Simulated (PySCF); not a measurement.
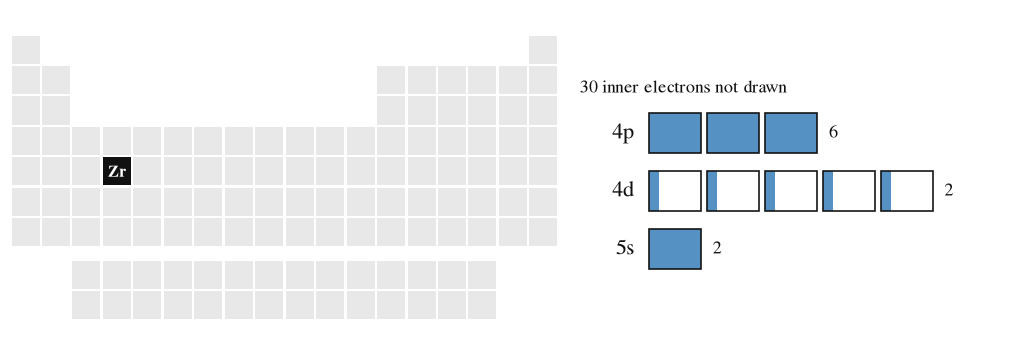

Figure 1. Left, the place of zirconium in the periodic table; right, the outer shells of the nominal configuration: a box for each of the 2l + 1 orbitals, shaded by the share of the shell that is filled, with the electron count at the right.

Atomic calculation, with input and output: Zr

Zr, configuration 1s2 2s2 2p6 3s2 3p6 3d10 4s2 4p6 4d2 5s2, multiplicity 3. Computed at this level: unrestricted r2SCAN, STO-3G, non-relativistic, point nucleus (PySCF).

## Outcome

```tsv
quantity	value
outcome	converged
total energy	−3504.6921 hartree
kinetic energy	3506.9575 hartree
⟨S²⟩	2.001
⟨L²⟩	12.00
SCF iterations	5
hardware	1 thread of Arm Neoverse V2, 23 GiB of memory available, shared host
wall time	0.65 s
```

## What is odd here

The input is odd on purpose: minimal basis. The program ran to the end. Its numbers are those of this setting; this run alone doesn't show how far the oddity moves them. Relativity is left out, which matters for an atom this heavy.

## The input
```python
from pyscf import gto, scf, dft, mp, cc
import basis_set_exchange as bse
mol = gto.M(atom="Zr 0 0 0", charge=0, spin=2, symmetry="D2h",
            basis=gto.basis.parse(bse.get_basis("STO-3G", elements=["Zr"], fmt="nwchem", header=False)))
mf = dft.UKS(mol, xc="R2SCAN")
mf.irrep_nelec = {'Ag': (8, 7), 'B1g': (2, 1), 'B2g': (1, 1), 'B3g': (1, 1), 'B1u': (3, 3), 'B2u': (3, 3), 'B3u': (3, 3)}
mf.kernel()
```

The script is an equivalent of what the driver set up; the driver started from orbitals of its own, so the log can be shorter than this script's would be, and it computed the properties (radii, ⟨L²⟩, response) afterwards. It held the occupations shell by shell, which the script's counts by irreducible representation don't always enforce.

The run was one of a batch that the task file lists, launched with:
```bash
OMP_NUM_THREADS=1 python <driver script> TASK.json OUT
```

## The program's output (extracts)
```
damping factor = 0
level_shift factor = 0
DIIS = <class 'pyscf.scf.diis.CDIIS'>
diis_start_cycle = 1
diis_space = 10
diis_damp = 0
SCF conv_tol = 1e-09
SCF conv_tol_grad = None
number electrons alpha = 21  beta = 19
XC functionals = R2SCAN
    J. W. Furness, A. D. Kaplan, J. Ning, J. P. Perdew, and J. Sun.,  J. Phys. Chem. Lett. 11, 8208-8215 (2020)
    J. W. Furness, A. D. Kaplan, J. Ning, J. P. Perdew, and J. Sun.,  J. Phys. Chem. Lett. 11, 9248-9248 (2020)
    J. W. Furness, A. D. Kaplan, J. Ning, J. P. Perdew, and J. Sun.,  J. Phys. Chem. Lett. 11, 8208-8215 (2020)
    J. W. Furness, A. D. Kaplan, J. Ning, J. P. Perdew, and J. Sun.,  J. Phys. Chem. Lett. 11, 9248-9248 (2020)
cycle= 1 E= -3504.69206336829  delta_E= -0.00283  |g|= 0.00378  |ddm|= 0.0439
cycle= 2 E= -3504.69206599247  delta_E= -2.62e-06  |g|= 0.000172  |ddm|= 0.00209
cycle= 3 E= -3504.69206600957  delta_E= -1.71e-08  |g|= 2.43e-05  |ddm|= 0.000408
cycle= 4 E= -3504.69206601213  delta_E= -2.56e-09  |g|= 9.1e-06  |ddm|= 0.000218
cycle= 5 E= -3504.69206601308  delta_E= -9.49e-10  |g|= 4.51e-06  |ddm|= 0.000153
converged SCF energy = -3504.69206601308  <S^2> = 2.0005048  2S+1 = 3.0003365
```

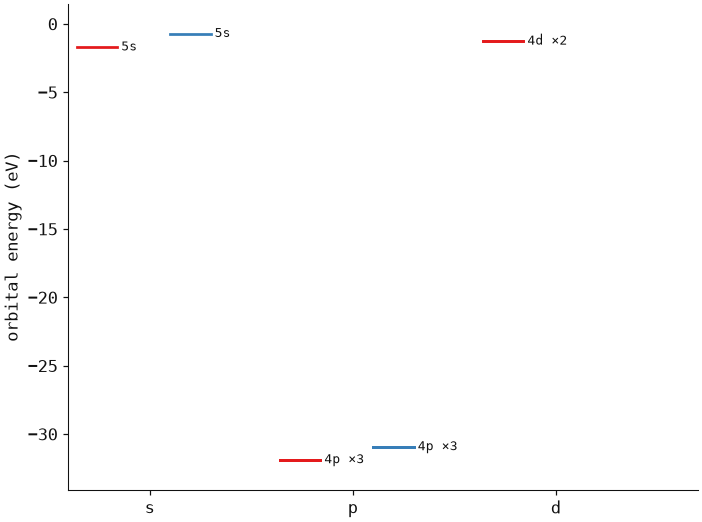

Figure 2. Orbital energies of the mean field, from the top down to −31.9 eV, by angular momentum, α spin at the left of each column and β at the right; ×n counts the orbitals under one label. The highest filled orbital is 5s β at −0.724 eV, the lowest empty one d α at 0.206 eV.

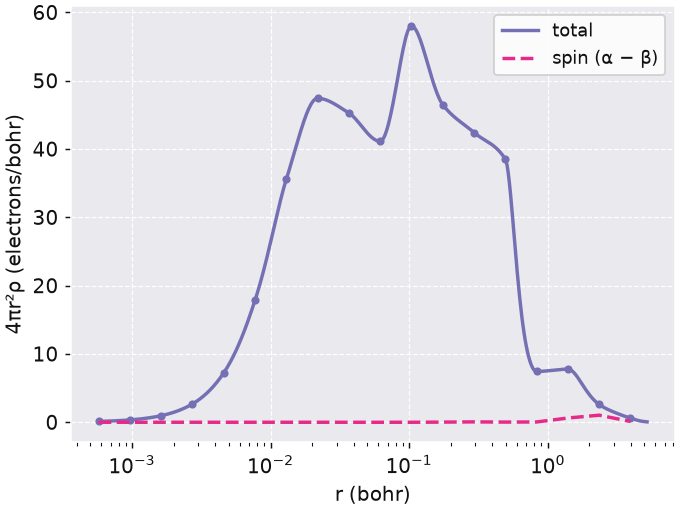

Figure 3. Spherically averaged radial density 4πr²ρ of the mean field and its spin part; markers are the stored points, which are sparse, and the line is a monotone interpolation between them. The largest stored value is 58.0 electrons/bohr at r = 0.10 bohr. Root-mean-square radii of the shells: 3s 0.501, 3p 0.502, 4s 1.39, 4p 1.49, 4d 2.43, 5s 3.19 bohr.
